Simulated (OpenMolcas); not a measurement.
# doublet C2H7NSi+ at 6 levels

We compute a comparison of 6 runs (UHF/STO-3G, UM06-2X/6-31G*, UPBE0/6-31G*, USVWN5/6-31G*, ROMP2/6-31G*, ROCCSD(T)/6-31G*) of doublet C2H7NSi+. 

The results are computed with OpenMolcas 26.06.

1 further run of the same task is left out (set aside as unsound or not needed).

### 1 The molecule

C2H7NSi+ has 11 atoms, charge +1, and is taken as a doublet. As SMILES of the parent species, `C=N[SiH2]C`. Geometry: relaxed at PBE0-D4/def2-TZVP. That shape belongs to the parent species and isn't relaxed for this state.

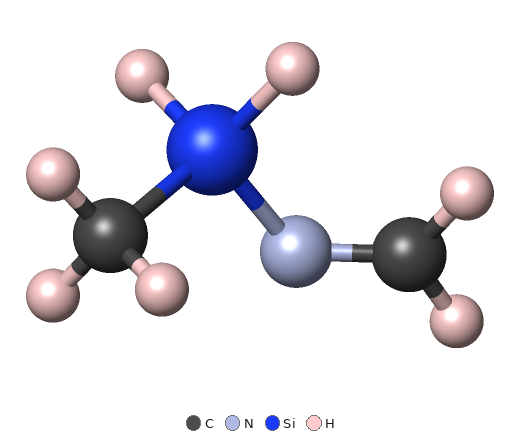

The structure, seen from a chosen angle (carbon dark grey, nitrogen light blue, silicon blue, hydrogen pink).

### 2 A single-point energy at UHF/STO-3G (run 1)

input.xyz reads:

```xyz
11

C     -0.763200     2.027200     0.389900
N     -0.749500     1.001600    -0.336400
Si    -0.379200    -0.602800     0.247400
C      1.068600    -1.271000    -0.713200
H     -0.997700     3.009000    -0.039500
H     -0.550300     2.023600     1.471900
H     -0.075100    -0.581600     1.713400
H     -1.590400    -1.434700     0.023400
H      0.849500    -1.270200    -1.783000
H      1.292800    -2.296000    -0.407900
H      1.959900    -0.662200    -0.545500
```

run.input reads:

```
>>> EXPORT MOLCAS_PRINT=2

&GATEWAY
  BasLib = $CurrDir
  Coord = input.xyz
  Basis = STO-3G
  Group = NoSym

&SEWARD

&SCF
  UHF
  Charge = 1
  Spin = 2
  Thresholds = 1e-10 1e-07 1e-07 1e-05
  PrOrbitals = 1 2
```

The basis set STO-3G is read from a file made from the Basis Set Exchange's data (not shown).

The run is started by

```
$ export MOLCAS_MEM=1860
$ pymolcas run.input > run.log
```

The program printed:

```text
--- Start Module: gateway ---
[...]
--- Stop Module: gateway /rc=_RC_ALL_IS_WELL_ ---
--- Start Module: seward ---
[...]
      Basis functions           31
--- Stop Module: seward /rc=_RC_ALL_IS_WELL_ ---
[...]
--- Start Module: scf ---
[...]
       Convergence after  26 Iterations
[...]
::    Total SCF energy                               -418.0109303687
[...]
      Total spin, S                                     0.6243625281
[...]
      Total electronic charge=   39.000000
      Total            charge=    1.000000
[...]
      Dipole Moment (debye):
      Origin of the operator (angstrom)=   -0.2265    0.0686   -0.0169
                   X= -1.3602E+00               Y=  3.9314E+00               Z=  1.3605E+00           Total=  4.3768E+00
      Center of Charge (angstrom)
[...]
--- Stop Module: scf /rc=_RC_ALL_IS_WELL_ ---
[...]
```

Run time: 3.3 s. Hardware: 1 thread of Intel Xeon Platinum 8259CL at 2.50GHz (Skylake/Cascade Lake), shared host; peak memory 0.37 GiB.

### 3 A single-point energy at UM06-2X/6-31G(d) (spherical functions) (run 2)

mol.inp reads:

```
>>> EXPORT MOLCAS_PRINT=2

&gateway
  baslib
  $CurrDir
  basisset
  C.6-31Gs....
  C1 -0.763200 2.027200 0.389900 angstrom
  C4 1.068600 -1.271000 -0.713200 angstrom
  End of Basis
  basisset
  N.6-31Gs....
  N2 -0.749500 1.001600 -0.336400 angstrom
  End of Basis
  basisset
  Si.6-31Gs....
  Si3 -0.379200 -0.602800 0.247400 angstrom
  End of Basis
  basisset
  H.6-31Gs....
  H5 -0.997700 3.009000 -0.039500 angstrom
  H6 -0.550300 2.023600 1.471900 angstrom
  H7 -0.075100 -0.581600 1.713400 angstrom
  H8 -1.590400 -1.434700 0.023400 angstrom
  H9 0.849500 -1.270200 -1.783000 angstrom
  H10 1.292800 -2.296000 -0.407900 angstrom
  H11 1.959900 -0.662200 -0.545500 angstrom
  End of Basis

&seward
  gridinput
  Grid=UltraFine
  End of Grid

&scf
  uhf
  charge
  1
  spin
  2
  ksdft
  M062X
  thresholds
  1e-10 1e-07 1e-07 1e-05
  prorbitals
  1 2
```

The basis set 6-31G* is read from a file made from the Basis Set Exchange's data (not shown).

The run is started by

```
$ export MOLCAS_MEM=1860
$ pymolcas mol.inp > mol.log
```

The program printed:

```text
--- Start Module: gateway ---
[...]
--- Stop Module: gateway /rc=_RC_ALL_IS_WELL_ ---
--- Start Module: seward ---
[...]
      Basis functions           74
--- Stop Module: seward /rc=_RC_ALL_IS_WELL_ ---
[...]
--- Start Module: scf ---
[...]
       Convergence after  23 Iterations
[...]
::    Total KS-DFT energy                            -424.2000937844
[...]
      Total spin, S                                     0.5063859425
[...]
      Total electronic charge=   39.000000
      Total            charge=    1.000000
[...]
      Dipole Moment (debye):
      Origin of the operator (angstrom)=   -0.2265    0.0686   -0.0169
                   X= -8.2422E-01               Y=  4.2926E+00               Z=  1.5289E+00           Total=  4.6307E+00
      Center of Charge (angstrom)
[...]
--- Stop Module: scf /rc=_RC_ALL_IS_WELL_ ---
[...]
```

Wall time 1.8 min (1 thread of Intel Xeon Platinum 8259CL at 2.50GHz (Skylake/Cascade Lake), shared host); peak memory 0.43 GiB.

### 4 A single-point energy at UPBE0/6-31G(d) (spherical functions) (run 3)

calc.inp reads:

```
>>> EXPORT MOLCAS_PRINT=2

&GATEWAY
 BASLIB
 $CurrDir
 COORD
 11
 angstrom
 C       -0.763200       2.027200       0.389900
 N       -0.749500       1.001600      -0.336400
 Si      -0.379200      -0.602800       0.247400
 C        1.068600      -1.271000      -0.713200
 H       -0.997700       3.009000      -0.039500
 H       -0.550300       2.023600       1.471900
 H       -0.075100      -0.581600       1.713400
 H       -1.590400      -1.434700       0.023400
 H        0.849500      -1.270200      -1.783000
 H        1.292800      -2.296000      -0.407900
 H        1.959900      -0.662200      -0.545500
 BASIS
 6-31Gs
 GROUP
 NoSym

&SEWARD
 GRIDINPUT
 Grid=UltraFine
 End of Grid

&SCF
 UHF
 CHARGE
 1
 SPIN
 2
 KSDFT
 PBE0
 THRESHOLDS
 1e-10 1e-07 1e-07 1e-05
 PRORBITALS
 1 2
```

The basis set 6-31G* is read from a file made from the Basis Set Exchange's data (not shown).

The run is started by

```
$ export MOLCAS_MEM=1860
$ pymolcas calc.inp > calc.log
```

The program printed:

```text
--- Start Module: gateway ---
[...]
--- Stop Module: gateway /rc=_RC_ALL_IS_WELL_ ---
--- Start Module: seward ---
[...]
      Basis functions           74
--- Stop Module: seward /rc=_RC_ALL_IS_WELL_ ---
[...]
--- Start Module: scf ---
[...]
       Convergence after  25 Iterations
[...]
::    Total KS-DFT energy                            -424.0142198079
[...]
      Total spin, S                                     0.5060324069
[...]
      Total electronic charge=   39.000000
      Total            charge=    1.000000
[...]
      Dipole Moment (debye):
      Origin of the operator (angstrom)=   -0.2265    0.0686   -0.0169
                   X= -7.0286E-01               Y=  4.0697E+00               Z=  1.5526E+00           Total=  4.4121E+00
      Center of Charge (angstrom)
[...]
--- Stop Module: scf /rc=_RC_ALL_IS_WELL_ ---
[...]
```

Run time: 82 s. Hardware: 1 thread of Intel Xeon Platinum 8259CL at 2.50GHz (Skylake/Cascade Lake), shared host; peak memory 0.43 GiB.

Runs 4 to 5 aren't shown in full; the table further down has their settings and results.

### 5 The energy at ROCCSD(T)/6-31G(d) (spherical functions) (run 6)

test.input reads:

```
>>> EXPORT MOLCAS_PRINT=2

&gateway
  baslib=$CurrDir
  coord
  11
  angstrom
  C       -0.763200       2.027200       0.389900
  N       -0.749500       1.001600      -0.336400
  Si      -0.379200      -0.602800       0.247400
  C        1.068600      -1.271000      -0.713200
  H       -0.997700       3.009000      -0.039500
  H       -0.550300       2.023600       1.471900
  H       -0.075100      -0.581600       1.713400
  H       -1.590400      -1.434700       0.023400
  H        0.849500      -1.270200      -1.783000
  H        1.292800      -2.296000      -0.407900
  H        1.959900      -0.662200      -0.545500
  basis=6-31Gs
  group=NoSym

&seward

&scf
  uhf
  charge=1
  spin=2
  thresholds=1e-10 1e-07 1e-07 1e-05
  prorbitals=1 2

&rasscf
  fileorb=$Project.UnaOrb
  spin=2
  nactel=1 0 0
  inactive=19
  ras2=1
  outorbitals=Canonical
  orblisting=Few

&motra
  jobiph
  frozen=8

&ccsdt
  cct
  triples=3
  iterations=80
  accuracy=1e-08
  extrapolation=5 4
```

The basis set 6-31G* is read from a file made from the Basis Set Exchange's data (not shown).

The run is started by

```
$ export MOLCAS_MEM=1860
$ pymolcas test.input > test.log
```

The program printed:

```text
--- Start Module: gateway ---
[...]
--- Stop Module: gateway /rc=_RC_ALL_IS_WELL_ ---
[...]
      Basis functions           74
[...]
       Convergence after  28 Iterations
[...]
::    Total SCF energy                               -422.8741550231
[...]
      Total spin, S                                     0.5530688933
[...]
      Number of active orbitals                  1
[...]
      Spin quantum number                      0.5
[...]
      Active orbitals                            1
[...]
      Number of CSFs                             1
[...]
      Number of root(s) required                 1
[...]
      Convergence after 10 iterations
[...]
      printout of CI-coefficients larger than  0.05 for root  1
      energy=    -422.866414
      conf/sym  1     Coeff  Weight
             1  u   1.00000 1.00000
      Natural orbitals and occupation numbers for root  1
      sym 1:   1.000000
      ************************************************************************************************************************
      *                                                    Final results                                                     *
[...]
::    RASSCF root number  1 Total energy:   -422.86641442
[...]
      Total electronic charge=   39.000000
      Total            charge=    1.000000
[...]
      Dipole Moment (debye):
      Origin of the operator (angstrom)=   -0.2265    0.0686   -0.0169
                   X= -1.0758E+00               Y=  5.0600E+00               Z=  1.4647E+00           Total=  5.3765E+00
      Center of Charge (angstrom)
[...]
--- Start Module: motra ---
[...]
      *** WARNING: Default frozen orbitals is overwritten by user input.
      *** Default values:   5
[...]
--- Stop Module: motra /rc=_RC_ALL_IS_WELL_ ---
--- Start Module: ccsdt ---
[...]
      Convergence after                    18  Iterations
      Total energy (diff) :    -423.38106483       0.00000000
[...]
 METHOD                       : CCSD+T(CCSD)+<T3(1)WT1>+<T3(1)UT2> = CCSD(T)
[...]
       CCSD     =      -423.3810648280847
[...]
--- Stop Module: ccsdt /rc=_RC_ALL_IS_WELL_ ---
[...]
```

It took 50 s on 1 thread of Intel Xeon Platinum 8259CL at 2.50GHz (Skylake/Cascade Lake), shared host; peak memory 0.43 GiB.

### 6 All runs side by side

| run | level | integration grid | frozen core orbitals | energy (Eh) | HOMO energy (eV) | LUMO energy (eV) | ⟨S²⟩ | wall time |
| --- | --- | --- | --- | --- | --- | --- | --- | --- |
| 1 | UHF/STO-3G | – | – | -418.010930 | -16.13 | -3.50 | 1.014 | 3.3 s |
| 2 | UM06-2X/6-31G* (spherical functions) | UltraFine | – | -424.200094 | -15.09 | -10.35 | 0.763 | 1.8 min |
| 3 | UPBE0/6-31G* (spherical functions) | UltraFine | – | -424.014220 | -13.97 | -11.32 | 0.762 | 82 s |
| 4 | USVWN5/6-31G* (spherical functions) | UltraFine | – | -421.915897 | -12.86 | -12.59 | 0.754 | 60 s |
| 5 | ROMP2/6-31G* (spherical functions) | – | 8 | -423.329804 | – | – | – | 14 s |
| 6 | ROCCSD(T)/6-31G* (spherical functions) | – | 8 | -423.397149 | – | – | – | 50 s |

### 7 Results

```
             quantity          value
  run 6: total energy  -423.39715 Eh
run 6: (T) correction     -16.08 mEh
```

Totals of different functionals can't be ranked against each other. In run 1 the basis is minimal, so the values are rough. Spin contamination of the reference: run 1 ⟨S²⟩ = 1.01. All runs together took 5.3 min, the longest 1.8 min.
